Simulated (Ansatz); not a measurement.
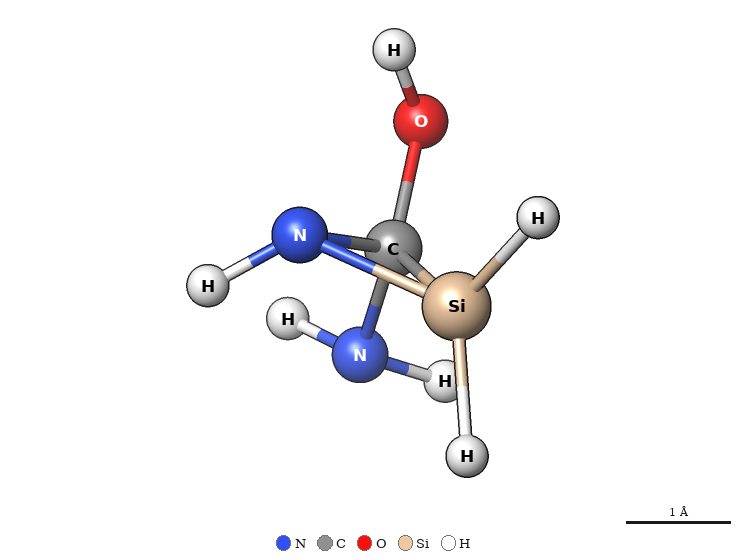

Ball-and-stick drawing of a structure. Every bond is drawn as one stick, whatever its order.

The geometry was computed by an optimisation with PBE0-D4/def2-TZVP. No frequency run is at hand to confirm it as a minimum.

What does the picture show?

The molecule is CH₆N₂OSi. SMILES: `N[C@@]1(O)N[SiH2]1`. Independent rings (smallest set): 1 of 3 members. Among its groups: alcohol, primary amine, Si–H bond, Si–N bond. This geometry has C1 symmetry. Coordination, clear cases only: 2 N trigonal pyramidal; 1 O bent.

The parts below concern this one geometry. Atoms keep their numbers from picture to picture.

**Levels of theory compared**

No frequency run is at hand to confirm it as a minimum. Program: Ansatz 0.2.0.

Tabulate HOMO energy (eV), HOMO–LUMO gap (eV) at these levels: B3LYP-D4/def2-TZVPP; PBE-D4/def2-TZVPP; PBE0-D4/def2-TZVPP; r2SCAN-D4/def2-TZVPP; ωB97M-V/def2-TZVPP; ωB97X-V/def2-TZVPP.

```
               level  HOMO energy (eV)  HOMO–LUMO gap (eV)
 B3LYP-D4/def2-TZVPP             −6.41                5.84
   PBE-D4/def2-TZVPP             −5.36                4.22
  PBE0-D4/def2-TZVPP             −6.60                6.28
r2SCAN-D4/def2-TZVPP             −5.57                4.72
  ωB97M-V/def2-TZVPP             −8.82               10.18
  ωB97X-V/def2-TZVPP             −8.92               10.57
```

**Dipole moment**

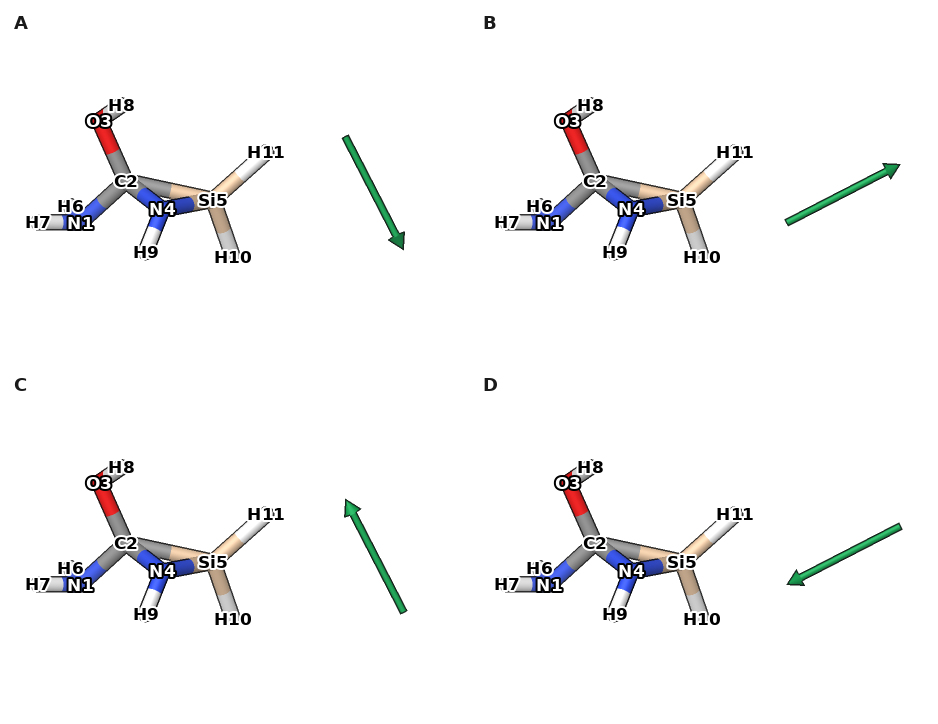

The same molecule four times, each with an arrow. No frequency run is at hand to confirm it as a minimum. Properties computed with RKS B3LYP-D4/def2-TZVPP (Ansatz 0.2.0).

**Which arrow points along the dipole moment, from the negative to the positive end?**

A. The dipole moment is 0.67 D; it points from the side of H8 to the side of H10 (the outermost atoms at the two ends).

**Charges**

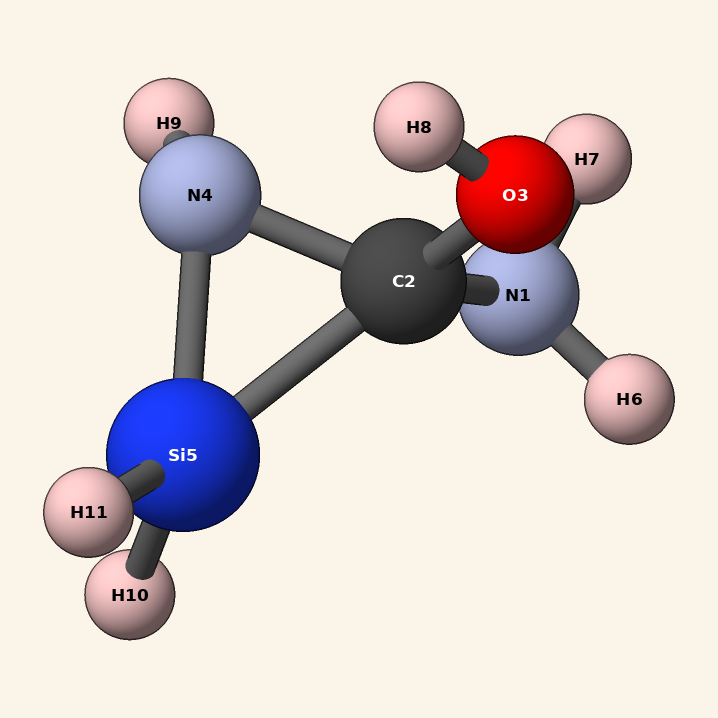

The questions are on Mulliken charges. No frequency run is at hand to confirm it as a minimum. Level of theory: RKS PBE-D4/def2-TZVPP (Ansatz 0.2.0).

Give the Mulliken charges atom by atom.

| atom | value (e) |
| --- | --- |
| N1 | −0.30 |
| C2 | 0.11 |
| O3 | −0.28 |
| N4 | −0.29 |
| Si5 | 0.26 |
| H6 | 0.16 |
| H7 | 0.13 |
| H8 | 0.18 |
| H9 | 0.14 |
| H10 | −0.06 |
| H11 | −0.06 |

Mulliken values depend strongly on the basis set and can even reverse the polarity of a bond.
